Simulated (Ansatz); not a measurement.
# AsH3 (singlet): correlated methods under varied settings at distance As1–H4 = 1.881 Å

What do other methods and options give for AsH3 (singlet) at this geometry, and how long do they take?

Method: the settings change from run to run; program: Ansatz 0.2.0, Gaussian basis.

20 further runs of the same task are left out: 15 that didn't finish, 5 set aside as unsound or not needed.

### Step 1. The system

The geometry derives from a PBE0/def2-TZVP stationary point (not a proven minimum). One bond is set to the value named and the two fragments are kept rigid. No spin-orbit coupling is included. The filled d shell of As may be among the frozen orbitals whatever the setting's name suggests; the logs give the count.

4 atoms, charge 0, spin multiplicity 1.

Atoms are counted from 1 here; the program's logs count them from 0.

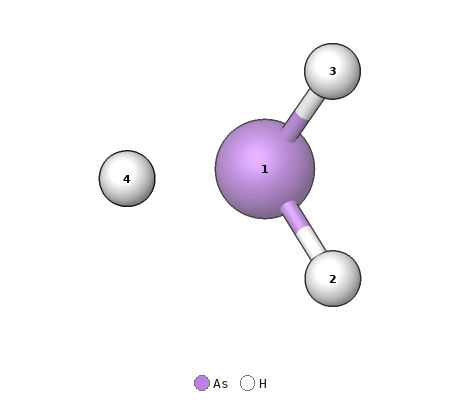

The geometry (arsenic purple, hydrogen white); atoms are numbered from 1 in the order of the file.

Coordinates:

```xyz
4

As    0.0021    0.0034   -0.0355
H     1.2612    0.0174    0.8189
H    -0.6470    1.0902    0.8090
H    -0.7693   -1.3590    1.0071
```

### Step 2. CASCI(4,3)/6-31G

in.yaml

```yaml
crystal:
  periodic: [false, false, false]
  atoms:
    - {symbol: As, position_ang: [0.002086, 0.003383, -0.035451]}
    - {symbol: H, position_ang: [1.261199, 0.017358, 0.818932]}
    - {symbol: H, position_ang: [-0.646952, 1.090185, 0.809026]}
    - {symbol: H, position_ang: [-0.769307, -1.359005, 1.007149]}
basis:
  gaussian: {orbitals: 6-31G}
correlation: {active_space: {window: {electrons: 4, orbitals: 3}, fixed_orbitals: true}}
```

Run with:

```bash
$ ansatz run in.yaml --threads 1 --pin off --events-out ev --progress --plain --max-ram 2393MiB
```

Standard output:

```text
Functional definition: HF
  name "HF"
  cite "Fock, Z. Phys. 61, 126 (1930) doi:10.1007/BF01340294"
  parent pbe
  exchange = exact_x
  correlation = 0
349 factors; integrals over basis functions are off by at most 2.9e-4 eV
mean field evaluation 1: about -60831.5157 eV, gradient 7.4e0 eV
mean field evaluation 2: about -60831.5505 eV, gradient 7.5e0 eV
mean field evaluation 4: about -60831.8586 eV, gradient 4.2e-1 eV
mean field evaluation 8: about -60831.8598 eV, gradient 3.5e-4 eV
mean field -60831.85976614 eV, -2235.5296130902 hartree, gradient 3.1e-6 eV, S^2 0.000000; 0 other end points of the search recorded, 0 dependent functions left out
reference -60831.85976614 eV, -2235.5296130902 hartree; 18, 18 occupied and 17, 17 virtual orbitals, 349 factors
state -60832.25098188 eV, -2235.5439900033 hartree
Total energy: -60832.25098188 eV, -2235.5439900033 hartree
```

Run time: 0.24 s. Hardware: 1 thread of Arm Neoverse V2, shared host.

From the report: 9 determinants; active occupations 2.00, 1.95, 0.05.

### Step 3. CCSD(T) on UHF/6-31G

in.yaml: that of step 2 with these lines changed.

```diff
@@ -9,2 +9,3 @@
   gaussian: {orbitals: 6-31G}
-correlation: {active_space: {window: {electrons: 4, orbitals: 3}, fixed_orbitals: true}}
+magnetization: {spin_polarized: true, initial_magnetization: 0}
+correlation: {method: ccsd_t, electrons: all}
```

Same command.

Standard output (excerpt; [...] marks lines left out):

```text
Functional definition: HF
  name "HF"
  cite "Fock, Z. Phys. 61, 126 (1930) doi:10.1007/BF01340294"
  parent pbe
[...]
349 factors; integrals over basis functions are off by at most 2.9e-4 eV
[...]
mean field -60831.85976614 eV, -2235.5296130902 hartree, gradient 5.7e-6 eV, S^2 0.000000; 2 other end points of the search recorded, 0 dependent functions left out
reference -60831.85976614 eV, -2235.5296130902 hartree; 18, 18 occupied and 17, 17 virtual orbitals, 349 factors
second order -7.34878201 eV of doubles, -0.00000000 eV of singles
cycle   1  -7.16844728 eV  change    1.8e-1 eV  update   6.8e-2
[...]
cycle   9  -7.53980303 eV  change    1.1e-5 eV  update   1.0e-5
perturbative correction -0.09474181 eV, -0.0034816972 hartree
Total energy: -60839.49431098 eV, -2235.8101774380 hartree
```

Run time: 1.3 s. Hardware: 1 thread of Arm Neoverse V2, shared host.

From the report: ⟨S²⟩ of the determinant 0.000 (pure singlet: 0.00); correlation -7.6345 eV; T1 0.006; largest double amplitude 0.09.

### Step 4. CCSDT on UHF/def2-SVP

in.yaml: that of step 3 with these lines changed.

```diff
@@ -8,4 +8,4 @@
 basis:
-  gaussian: {orbitals: 6-31G}
+  gaussian: {orbitals: def2-SVP}
 magnetization: {spin_polarized: true, initial_magnetization: 0}
-correlation: {method: ccsd_t, electrons: all}
+correlation: {method: ccsdt, electrons: outside_noble_gas, diis_vectors: 12}
```

Launched as before.

Standard output (excerpt; [...] marks lines left out):

```text
Functional definition: HF
  name "HF"
  cite "Fock, Z. Phys. 61, 126 (1930) doi:10.1007/BF01340294"
  parent pbe
[...]
799 factors; integrals over basis functions are off by at most 2.1e-7 eV
[...]
mean field -60834.33708735 eV, -2235.6206529656 hartree, gradient 2.3e-6 eV, S^2 0.000000; 2 other end points of the search recorded, 0 dependent functions left out
14 core orbitals not correlated: weight in the atoms' cores, before any rotation towards them, 1.000 or more for the frozen orbitals, at most 0.000 for the correlated occupied ones
reference -60834.33708735 eV, -2235.6206529656 hartree; 4, 4 occupied and 29, 29 virtual orbitals, 799 factors
second order -3.46191672 eV of doubles, -0.00000000 eV of singles
cycle   1  -4.02995935 eV  change   -5.7e-1 eV  update   7.0e-2
[...]
cycle  13  -4.41820528 eV  change    3.6e-7 eV  update   1.6e-7
Total energy: -60838.75529263 eV, -2235.7830190147 hartree
```

It took 2.8 s on 1 thread of Arm Neoverse V2, shared host.

From the report: ⟨S²⟩ of the determinant 0.000 (pure singlet: 0.00); correlation -4.4182 eV; T1 0.014; largest double amplitude 0.09.

### Step 5. CCSDT(Q) on UHF/6-31G

in.yaml: that of step 4 with these lines changed.

```diff
@@ -8,4 +8,4 @@
 basis:
-  gaussian: {orbitals: def2-SVP}
+  gaussian: {orbitals: 6-31G}
 magnetization: {spin_polarized: true, initial_magnetization: 0}
-correlation: {method: ccsdt, electrons: outside_noble_gas, diis_vectors: 12}
+correlation: {method: ccsdt_q, electrons: outside_noble_gas, diis_vectors: 4}
```

The command is unchanged.

Standard output (excerpt; [...] marks lines left out):

```text
Functional definition: HF
  name "HF"
  cite "Fock, Z. Phys. 61, 126 (1930) doi:10.1007/BF01340294"
  parent pbe
[...]
593 factors; integrals over basis functions are off by at most 7.3e-8 eV
[...]
mean field -60831.85997317 eV, -2235.5296206983 hartree, gradient 5.0e-7 eV, S^2 0.000000; 2 other end points of the search recorded, 0 dependent functions left out
14 core orbitals not correlated: weight in the atoms' cores, before any rotation towards them, 0.999 or more for the frozen orbitals, at most 0.000 for the correlated occupied ones
reference -60831.85997317 eV, -2235.5296206983 hartree; 4, 4 occupied and 17, 17 virtual orbitals, 593 factors
second order -1.86291863 eV of doubles, -0.00000000 eV of singles
cycle   1  -2.31362837 eV  change   -4.5e-1 eV  update   6.6e-2
[...]
cycle  12  -2.62010479 eV  change    7.4e-7 eV  update   5.5e-7
perturbative correction -0.00143857 eV, -0.0000528666 hartree
Total energy: -60834.48151653 eV, -2235.6259606398 hartree
```

It took 2.5 s on 1 thread of Arm Neoverse V2, shared host.

From the report: ⟨S²⟩ of the determinant 0.000 (pure singlet: 0.00); correlation -2.6215 eV; T1 0.012; largest double amplitude 0.10.

### Step 6. CCSDT(Q) on RHF/STO-3G

in.yaml: that of step 5 with these lines changed.

```diff
@@ -8,4 +8,5 @@
 basis:
-  gaussian: {orbitals: 6-31G}
-magnetization: {spin_polarized: true, initial_magnetization: 0}
+  gaussian: {orbitals: STO-3G}
+magnetization: {spin_polarized: false}
 correlation: {method: ccsdt_q, electrons: outside_noble_gas, diis_vectors: 4}
+output: {forces: true}
```

Same command.

Standard output:

```text
Functional definition: HF
  name "HF"
  cite "Fock, Z. Phys. 61, 126 (1930) doi:10.1007/BF01340294"
  parent pbe
  exchange = exact_x
  correlation = 0
250 factors; integrals over basis functions are off by at most 4.0e-8 eV
mean field evaluation 1: about -60163.0091 eV, gradient 4.1e0 eV
mean field evaluation 2: about -60163.0065 eV, gradient 4.1e0 eV
mean field evaluation 4: about -60163.0967 eV, gradient 2.1e-1 eV
mean field evaluation 8: about -60163.0971 eV, gradient 2.8e-6 eV
mean field evaluation 16: about -60163.0971 eV, gradient 7.0e-5 eV
mean field -60163.09709365 eV, -2210.9530381798 hartree, gradient 2.8e-6 eV, S^2 0.000000; 1 other end points of the search recorded, 0 dependent functions left out
14 core orbitals not correlated: weight in the atoms' cores, before any rotation towards them, 0.996 or more for the frozen orbitals, at most 0.003 for the correlated occupied ones
reference -60163.09709365 eV, -2210.9530381798 hartree; 4, 4 occupied and 3, 3 virtual orbitals, 250 factors
second order -1.30134768 eV of doubles, -0.00000000 eV of singles
cycle   1  -1.76672460 eV  change   -4.7e-1 eV  update   6.9e-2
cycle   2  -2.07996050 eV  change   -3.1e-1 eV  update   3.0e-2
cycle   3  -2.08448456 eV  change   -4.5e-3 eV  update   4.9e-3
cycle   4  -2.08824438 eV  change   -3.8e-3 eV  update   1.4e-3
cycle   5  -2.08658828 eV  change    1.7e-3 eV  update   3.4e-4
cycle   6  -2.08698812 eV  change   -4.0e-4 eV  update   1.1e-4
cycle   7  -2.08697562 eV  change    1.3e-5 eV  update   2.6e-5
cycle   8  -2.08694789 eV  change    2.8e-5 eV  update   1.1e-5
cycle   9  -2.08694804 eV  change   -1.5e-7 eV  update   1.6e-6
cycle  10  -2.08694824 eV  change   -2.0e-7 eV  update   6.0e-7
perturbative correction -0.00001438 eV, -0.0000005286 hartree
the calculation of the forces begins
Total energy: -60165.18405627 eV, -2211.0297326416 hartree
Atom 0 at     0.002086     0.003383    -0.035451 Å, force    -1.417716    -2.495856     2.785578 eV/Å
Atom 1 at     1.261199     0.017358     0.818932 Å, force    -0.536110    -0.028666    -0.288478 eV/Å
Atom 2 at    -0.646952     1.090185     0.809026 Å, force     0.256348    -0.474213    -0.284364 eV/Å
Atom 3 at    -0.769307    -1.359005     1.007149 Å, force     1.697478     2.998736    -2.212736 eV/Å
Dipole moment:     0.027939     0.051121     0.154629 e Å
```

Wall time 0.96 s (1 thread of Arm Neoverse V2, shared host).

From the report: correlation -2.0870 eV; T1 0.009; largest double amplitude 0.14.

### Step 7. CASCI(8,6)/6-31G

in.yaml: that of step 6 with these lines changed.

```diff
@@ -8,5 +8,4 @@
 basis:
-  gaussian: {orbitals: STO-3G}
-magnetization: {spin_polarized: false}
-correlation: {method: ccsdt_q, electrons: outside_noble_gas, diis_vectors: 4}
+  gaussian: {orbitals: 6-31G, point_charges: [{charge: -1.00, position_ang: [4.523, 0.502, -0.294]}]}
+correlation: {active_space: {window: {electrons: 8, orbitals: 6}, fixed_orbitals: true, states: [{multiplicity: 1, weights: [1, 1]}]}}
 output: {forces: true}
```

Launched as before.

Standard output (excerpt; [...] marks lines left out):

```text
Functional definition: HF
  name "HF"
  cite "Fock, Z. Phys. 61, 126 (1930) doi:10.1007/BF01340294"
  parent pbe
[...]
593 factors; integrals over basis functions are off by at most 7.3e-8 eV
[...]
mean field -60832.02314082 eV, -2235.5356169989 hartree, gradient 7.0e-7 eV, S^2 0.000000; 0 other end points of the search recorded, 0 dependent functions left out
reference -60832.02314082 eV, -2235.5356169989 hartree; 18, 18 occupied and 17, 17 virtual orbitals, 593 factors
state -60832.60173265 eV, -2235.5568798566 hartree
state -60826.04052364 eV, -2235.3157598725 hartree
[...]
Total energy: -60829.32112814 eV, -2235.4363198646 hartree
Atom 0 at     0.002086     0.003383    -0.035451 Å, force     0.649878     0.311883     0.977658 eV/Å
Atom 1 at     1.261199     0.017358     0.818932 Å, force     0.286264    -0.264639    -0.696646 eV/Å
Atom 2 at    -0.646952     1.090185     0.809026 Å, force    -0.593327     0.239455    -0.305588 eV/Å
Atom 3 at    -0.769307    -1.359005     1.007149 Å, force    -0.244751    -0.269918    -0.015383 eV/Å
Dipole moment:     0.278680     0.199917    -0.050992 e Å
```

Wall time 0.6 s (1 thread of Arm Neoverse V2, shared host).

From the report: 225 determinants; active occupations (of the averaged states) 2.00, 1.99, 1.96, 1.50, 0.54, 0.02.

### Step 8. MRCISD+Q(2,3)/6-31G

in.yaml

```yaml
crystal:
  periodic: [false, false, false]
  atoms:
    - {symbol: As, position_ang: [0.002086, 0.003383, -0.035451]}
    - {symbol: H, position_ang: [1.261199, 0.017358, 0.818932]}
    - {symbol: H, position_ang: [-0.646952, 1.090185, 0.809026]}
    - {symbol: H, position_ang: [-0.769307, -1.359005, 1.007149]}
basis:
  gaussian: {orbitals: 6-31G}
correlation: {method: fic_mrcisd_q, electrons: valence, active_space: {window: {electrons: 2, orbitals: 3}}}
```

Launched as before.

Standard output (excerpt; [...] marks lines left out):

```text
Functional definition: HF
  name "HF"
  cite "Fock, Z. Phys. 61, 126 (1930) doi:10.1007/BF01340294"
  parent pbe
[...]
349 factors; integrals over basis functions are off by at most 2.9e-4 eV
[...]
mean field -60831.85976614 eV, -2235.5296130902 hartree, gradient 3.1e-6 eV, S^2 0.000000; 0 other end points of the search recorded, 0 dependent functions left out
reference -60831.85976614 eV, -2235.5296130902 hartree; 18, 18 occupied and 17, 17 virtual orbitals, 349 factors
state -60832.61396402 eV, -2235.5573293511 hartree
contracted CI cycle   1: correlation 0.00000000 eV, 0.0000000000 hartree, residual 3.64e1 eV
contracted CI cycle   2: correlation -5.11820450 eV, -0.1880905462 hartree, residual 3.92e0 eV
contracted CI cycle   3: correlation -5.25401531 eV, -0.1930815012 hartree, residual 8.45e-1 eV
contracted CI cycle   4: correlation -5.26126684 eV, -0.1933479903 hartree, residual 2.12e-1 eV
contracted CI cycle   5: correlation -5.26175212 eV, -0.1933658239 hartree, residual 5.17e-2 eV
contracted CI cycle   6: correlation -5.26178554 eV, -0.1933670521 hartree, residual 1.77e-2 eV
contracted CI cycle   7: correlation -5.26178901 eV, -0.1933671796 hartree, residual 4.09e-3 eV
contracted CI cycle   8: correlation -5.26178924 eV, -0.1933671880 hartree, residual 1.36e-3 eV
state -60832.61396402 eV, -2235.5573293511 hartree; corrected -60838.14109477 eV, -2235.7604476595 hartree
Total energy: -60838.14109477 eV, -2235.7604476595 hartree
```

It took 1.1 s on 1 thread of Arm Neoverse V2, shared host.

From the report: 9 determinants; active occupations 1.93, 0.07, 0.00.

### Step 9. CCSDT on UHF/6-31G

in.yaml: that of step 8 with these lines changed.

```diff
@@ -9,2 +9,5 @@
   gaussian: {orbitals: 6-31G}
-correlation: {method: fic_mrcisd_q, electrons: valence, active_space: {window: {electrons: 2, orbitals: 3}}}
+magnetization: {spin_polarized: true, initial_magnetization: 0}
+hamiltonian: {pseudopotentials: {relativity: none}}
+correlation: {method: ccsdt, electrons: valence}
+accuracy: high
```

The command is unchanged.

Standard output (excerpt; [...] marks lines left out):

```text
Functional definition: HF
  name "HF"
  cite "Fock, Z. Phys. 61, 126 (1930) doi:10.1007/BF01340294"
  parent pbe
[...]
595 factors; integrals over basis functions are off by at most 3.9e-9 eV
[...]
mean field -60831.85997318 eV, -2235.5296206988 hartree, gradient 9.8e-9 eV, S^2 0.000000; 2 other end points of the search recorded, 0 dependent functions left out
9 core orbitals not correlated: weight in the atoms' cores, before any rotation towards them, 1.000 or more for the frozen orbitals, at most 0.000 for the correlated occupied ones
reference -60831.85997318 eV, -2235.5296206988 hartree; 9, 9 occupied and 17, 17 virtual orbitals, 595 factors
second order -5.87624789 eV of doubles, -0.00000000 eV of singles
cycle   1  -5.95900480 eV  change   -8.3e-2 eV  update   6.9e-2
[...]
cycle  20  -6.35087056 eV  change    1.1e-9 eV  update  6.1e-10
Total energy: -60838.21084374 eV, -2235.7630108872 hartree
```

Wall time 7 s (1 thread of Arm Neoverse V2, shared host).

From the report: ⟨S²⟩ of the determinant 0.000 (pure singlet: 0.00); correlation -6.3509 eV; T1 0.008; largest double amplitude 0.10.

### Step 10. CCSDT(Q)/cc-pVDZ

in.yaml: that of step 9 with these lines changed.

```diff
@@ -8,6 +8,6 @@
 basis:
-  gaussian: {orbitals: 6-31G}
+  gaussian: {orbitals: cc-pVDZ}
 magnetization: {spin_polarized: true, initial_magnetization: 0}
-hamiltonian: {pseudopotentials: {relativity: none}}
-correlation: {method: ccsdt, electrons: valence}
-accuracy: high
+hamiltonian: {xc: {name: B3LYP}}
+correlation: {method: ccsdt_q, electrons: outside_noble_gas, diis_vectors: 4}
+scf: {lower_state_search: light}
```

The command is unchanged.

Standard output (excerpt; [...] marks lines left out):

```text
Functional definition: B3LYP
  name "B3LYP"
  cite "Stephens, Devlin, Chabalowski & Frisch, J. Phys. Chem. 98, 11623 (1994) doi:10.1021/j100096a001"
  cite "Becke, Phys. Rev. A 38, 3098 (1988) doi:10.1103/PhysRevA.38.3098"
  cite "Lee, Yang & Parr, Phys. Rev. B 37, 785 (1988) doi:10.1103/PhysRevB.37.785"
  cite "Vosko, Wilk & Nusair, Can. J. Phys. 58, 1200 (1980) doi:10.1139/p80-159"
[...]
827 factors; integrals over basis functions are off by at most 1.7e-7 eV
[...]
mean field -60889.64862933 eV, -2237.6533146415 hartree, gradient 7.4e-7 eV, S^2 0.000000; 0 other end points of the search recorded, 0 dependent functions left out
14 core orbitals not correlated: weight in the atoms' cores, before any rotation towards them, 1.000 or more for the frozen orbitals, at most 0.000 for the correlated occupied ones
reference -60840.73479341 eV, -2235.8557643268 hartree; 4, 4 occupied and 24, 24 virtual orbitals, 827 factors
second order -3.60380390 eV of doubles, -0.16178558 eV of singles
cycle   1  -4.24848533 eV  change   -4.9e-1 eV  update   6.5e-2
[...]
cycle  13  -4.59536239 eV  change    1.4e-8 eV  update   4.2e-7
perturbative correction -0.00508855 eV, -0.0001870008 hartree
Total energy: -60845.33524436 eV, -2236.0248277807 hartree
```

It took 5 s on 1 thread of Arm Neoverse V2, shared host.

From the report: ⟨S²⟩ of the determinant 0.000 (pure singlet: 0.00); correlation -4.6005 eV; T1 0.013; largest double amplitude 0.09. The orbitals are Kohn-Sham ones, so correlation energy and T1 don't compare with those on Hartree-Fock orbitals.

### Step 11. The runs in one table

Where basis and cores are those of an earlier FCI/6-31G run (-60834.4818 eV), and the state is the same kind, the miss against it is given.

```csv
level,correlated,functions,energy (eV),from FCI (meV),time
"CASCI(4,3)/6-31G",,35,-60832.2510,2230.8,0.24 s
CCSD(T) on UHF/6-31G,all,35,-60839.4943,,1.3 s
CCSDT on UHF/def2-SVP,outside noble gas,47,-60838.7553,,2.8 s
CCSDT(Q) on UHF/6-31G,outside noble gas,35,-60834.4815,0.2,2.5 s
CCSDT(Q) on RHF/STO-3G,outside noble gas,21,-60165.1841,,0.96 s
"CASCI(8,6)/6-31G (mean of several states, beside a point charge)",,35,-60829.3211,,0.6 s
"MRCISD+Q(2,3)/6-31G",valence,35,-60838.1411,,1.1 s
CCSDT on UHF/6-31G,valence,35,-60838.2108,,7 s
CCSDT(Q)/cc-pVDZ (on B3LYP orbitals),outside noble gas,42,-60845.3352,,5 s
```

### Step 12. What came out

| quantity | value |
| --- | --- |
| runs | 9 |
| quickest | CASCI(4,3)/6-31G, 0.24 s |
| slowest | CCSDT on UHF/6-31G, 7 s |

What this shows: Total energies in different bases, with other cores or another treatment of relativity can't be set against each other. CCSDT on UHF/6-31G took 29 times as long as CASCI(4,3)/6-31G; the jobs differ in more than the method. Hartree-Fock, CASSCF and CASCI lack dynamic correlation by design.
